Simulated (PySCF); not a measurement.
C3H6BF3Si

```yaml
atoms:
  - { symbol: F, position_ang: [3.0107, 0.2069, 0.7441] }
  - { symbol: B, position_ang: [1.9893, -0.2308, 0.0217] }
  - { symbol: F, position_ang: [2.3104, -0.5250, -1.2268] }
  - { symbol: C, position_ang: [0.5500, -0.3165, 0.5848] }
  - { symbol: C, position_ang: [-0.5212, -1.0809, -0.2353] }
  - { symbol: C, position_ang: [-1.5515, 0.0474, -0.4915] }
  - { symbol: Si, position_ang: [-0.4530, 1.3209, 0.3966] }
  - { symbol: F, position_ang: [0.2047, 2.4181, -0.5875] }
  - { symbol: H, position_ang: [0.5629, -0.6253, 1.6293] }
  - { symbol: H, position_ang: [-0.1096, -1.4694, -1.1645] }
  - { symbol: H, position_ang: [-0.9431, -1.9113, 0.3266] }
  - { symbol: H, position_ang: [-1.7216, 0.2344, -1.5500] }
  - { symbol: H, position_ang: [-2.5208, -0.1575, -0.0432] }
  - { symbol: H, position_ang: [-0.8078, 2.0885, 1.5735] }
```

Geometry: GFN2-xTB.

The calculation used PBE0/def2-SVPD, SCF density, gas phase (PySCF).

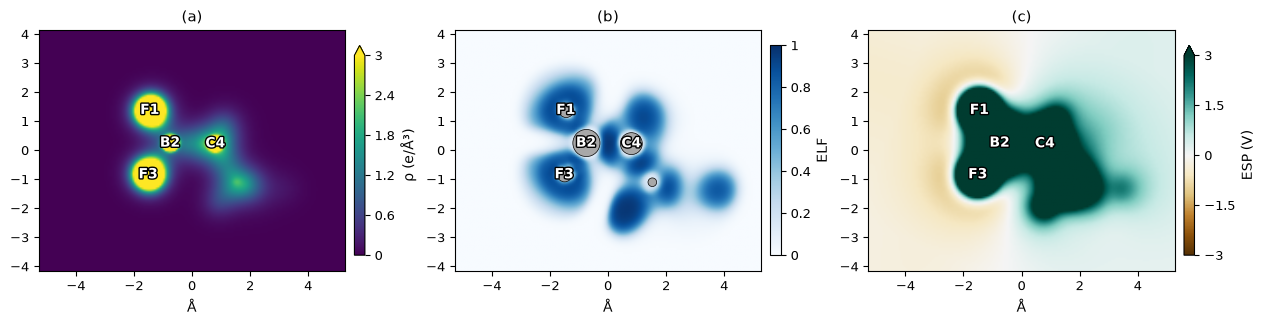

Figure 1. (a) electron density; (b) ELF; (c) molecular electrostatic potential on the plane of atoms F3, B2 and C4. Grey discs cover the atomic cores in the ELF map.

> Read the bonding off the picture.

The plane passes through F, B and C nuclei. B–F (1.32 Å): ρ is about 2.2 e/Å³ halfway; the ELF peaks at about 0.85 between the atoms, as expected for a polar covalent bond. C–B (1.55 Å): ρ at the midpoint is about 1.5 e/Å³; the ELF peaks at about 0.95 between the atoms, as expected for a covalent bond. The ELF also peaks beside F3 and F1, away from the bonds: lone-pair regions. Outside the dense part of the molecule the potential is most negative (−1.0 V) near F1.

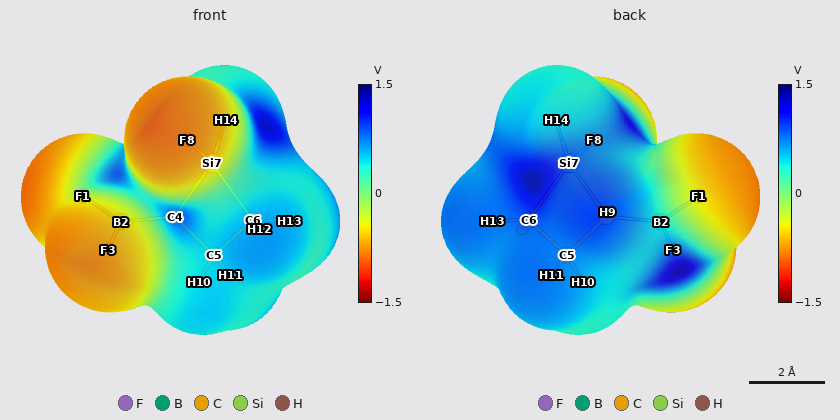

Figure 2. The electrostatic potential painted on the density surface at 0.001 e/bohr³, seen from the front and from behind; red is negative and blue positive.

> Which sites attract a positive test charge, and which a negative one?

A positive charge is drawn to the negative regions and a negative charge to the positive ones. The most negative region (about −0.9 V) lies over F1, F3 and F8, the most positive (about +1.3 V) over B2 and Si7.
